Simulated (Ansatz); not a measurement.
**One shape, several levels: singlet [NH3]2+**

Wanted: a comparison of 6 runs (HF/3-21G, r2SCAN0/3-21G, BHLYP/6-31G*, HSE06/6-31G*, CCSDTQ/3-21G, CCSD/3-21G) of singlet [NH3]2+. 

The results are computed with Ansatz 0.2.0.

## (1) Starting point

[NH3]2+: 4 atoms, total charge +2, spin state singlet. SMILES of the parent species: `[NH3+]`. The coordinates come from a GFN2-xTB relaxation. That shape belongs to the parent species and isn't relaxed for this state.

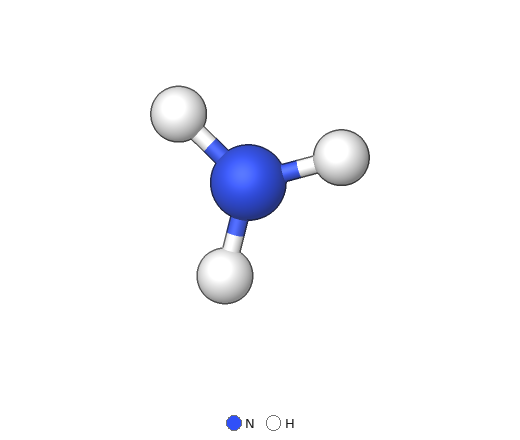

The structure, seen from a chosen angle (nitrogen blue, hydrogen white).

## (2) A single-point energy at HF/3-21G (run 1)

Contents of molecule.yaml:

```yaml
crystal:
  periodic: [false, false, false]
  atoms:
    - {symbol: N, position_ang: [0.000140, -0.000820, -0.000330]}
    - {symbol: H, position_ang: [0.510700, -0.238750, 0.859300]}
    - {symbol: H, position_ang: [-0.995460, -0.239520, -0.089810]}
    - {symbol: H, position_ang: [0.484620, 0.479080, -0.769160]}
basis:
  gaussian:
    orbitals: 3-21G.json
total_charge: 2
hamiltonian:
  xc: hf
accuracy: high
```

The basis set 3-21G is read from a file made from the Basis Set Exchange's data (not shown).

The run is started by

```console
ansatz run molecule.yaml --threads 1 --pin off --max-ram 2610MiB --events-out events.jsonl --progress --plain --runs-dir runs
```

The log of the run:

```text
Warning: RAYON_NUM_THREADS=1 ignored (pool sized by the plan → 1); use --threads N
Functional definition: HF
  name "HF"
  exchange = exact_x
  correlation = 0
291 factors; integrals over basis functions are off by at most 4.4e-9 eV
mean field evaluation 1: about -1488.3057 eV, gradient 2.4e1 eV
mean field evaluation 2: about -1488.3003 eV, gradient 2.4e1 eV
mean field evaluation 4: about -1489.2781 eV, gradient 4.6e-1 eV
mean field evaluation 8: about -1489.2783 eV, gradient 4.0e-5 eV
mean field -1489.27825488 eV, -54.7299663978 hartree, gradient 7.1e-8 eV, S^2 0.000000; 0 other end points of the search recorded, 0 dependent functions left out
reference -1489.27825488 eV, -54.7299663978 hartree; 4, 4 occupied and 11, 11 virtual orbitals, 291 factors
Total energy: -1489.27825488 eV, -54.7299663978 hartree
```

It took 0.06 s on 1 thread of Arm Neoverse V1, shared host.

## (3) A single-point energy at r2SCAN0/3-21G (run 2)

Contents of job.yaml:

```yaml
crystal:
  periodic: [false, false, false]
  atoms:
    - {symbol: "N", position_ang: [0.000140, -0.000820, -0.000330]}
    - {symbol: H, position_ang: [0.510700, -0.238750, 0.859300]}
    - {symbol: H, position_ang: [-0.995460, -0.239520, -0.089810]}
    - {symbol: H, position_ang: [0.484620, 0.479080, -0.769160]}
basis:
  gaussian: {orbitals: 3-21G.json}
total_charge: 2
hamiltonian: {xc: {name: r2SCAN0}}
accuracy: high
```

The basis set 3-21G is read from a file made from the Basis Set Exchange's data (not shown).

The run is started by

```console
ansatz run job.yaml --threads 1 --pin off --max-ram 2610MiB --events-out events.jsonl --progress --plain --runs-dir runs
```

The log of the run:

```text
Warning: RAYON_NUM_THREADS=1 ignored (pool sized by the plan → 1); use --threads N
Functional definition: r2SCAN0
  name "r2SCAN0"
  parameter a = 0.25
  parameter k0 = 0.174
  parameter k1 = 0.065
  parameter a1 = 4.9479
  exchange = (1 - a)*r2scan_x(k0 = k0, k1 = k1, a1 = a1) + a*exact_x
  correlation = r2scan_c
291 factors; integrals over basis functions are off by at most 4.4e-9 eV
mean field evaluation 1: about -1491.8794 eV, gradient 4.5e1 eV
mean field evaluation 2: about -1493.9467 eV, gradient 2.9e1 eV
mean field evaluation 4: about -1495.5708 eV, gradient 3.6e-1 eV
mean field evaluation 8: about -1495.5572 eV, gradient 6.2e-4 eV
mean field evaluation 16: about -1495.5572 eV, gradient 8.7e-9 eV
mean field -1495.55719136 eV, -54.9607130573 hartree, gradient 8.7e-9 eV, S^2 0.000000; 0 other end points of the search recorded, 0 dependent functions left out
reference -1495.55719153 eV, -54.9607130636 hartree; 4, 4 occupied and 11, 11 virtual orbitals, 291 factors
Total energy: -1495.55719153 eV, -54.9607130636 hartree
```

Wall time 1.1 s (1 thread of Arm Neoverse V1, shared host); peak memory 0.096 GiB.

Runs 3 to 5 aren't shown in full; the table further down has their settings and results.

## (4) The energy at CCSD/3-21G (run 6)

Contents of run.yaml:

```yaml
crystal:
  periodic: [false, false, false]
  atoms:
    - {symbol: N, position_ang: [0.000140, -0.000820, -0.000330]}
    - {symbol: H, position_ang: [0.510700, -0.238750, 0.859300]}
    - {symbol: H, position_ang: [-0.995460, -0.239520, -0.089810]}
    - {symbol: H, position_ang: [0.484620, 0.479080, -0.769160]}
basis:
  gaussian:
    orbitals: 3-21G.json
total_charge: 2
correlation:
  method: ccsd
  frozen_orbitals: {H: 0, "N": 1}
accuracy: high
scf:
  omitted_lower_state_checks: [cluster_reference, increment]
```

The basis set 3-21G is read from a file made from the Basis Set Exchange's data (not shown).

The run is started by

```console
ansatz run run.yaml --threads 1 --pin off --max-ram 2610MiB --events-out events.jsonl --progress --plain --runs-dir runs
```

The log of the run:

```text
Warning: RAYON_NUM_THREADS=1 ignored (pool sized by the plan → 1); use --threads N
[... 11 lines left out ...]
1 core orbitals not correlated: weight in the atoms' cores, before any rotation towards them, 1.000 or more for the frozen orbitals, at most 0.000 for the correlated occupied ones
[... 18 lines left out ...]
Total energy: -1491.72962788 eV, -54.8200526939 hartree
Checks for a lower state left out: cluster_reference, increment
```

Run time: 0.1 s. Hardware: 1 thread of Arm Neoverse V1, shared host.

## (5) Overview of the runs

| run | level | frozen core orbitals | energy (Eh) | wall time |
| --- | --- | --- | --- | --- |
| 1 | HF/3-21G | – | -54.729966 | 0.06 s |
| 2 | r2SCAN0/3-21G | – | -54.960713 | 1.1 s |
| 3 | BHLYP/6-31G* (spherical functions) | – | -55.283918 | 0.52 s |
| 4 | HSE06/6-31G* (spherical functions) | – | -55.234343 | 0.66 s |
| 5 | CCSDTQ/3-21G | 1 | -54.821224 | 1.1 s |
| 6 | CCSD/3-21G | 1 | -54.820053 | 0.1 s |

## (6) Results

```
                                         quantity         value
                              run 6: total energy  -54.82005 Eh
run 6: correlation energy (1 core orbital frozen)     -90.1 mEh
                             run 6: T1 diagnostic         0.006
```

What this shows: Below the HF energy at the same shape and in the same basis (3-21G): CCSDTQ -91.3 mEh; CCSD -90.1 mEh. Totals of different functionals can't be ranked against each other. All runs together took 3.5 s, the longest 1.1 s.
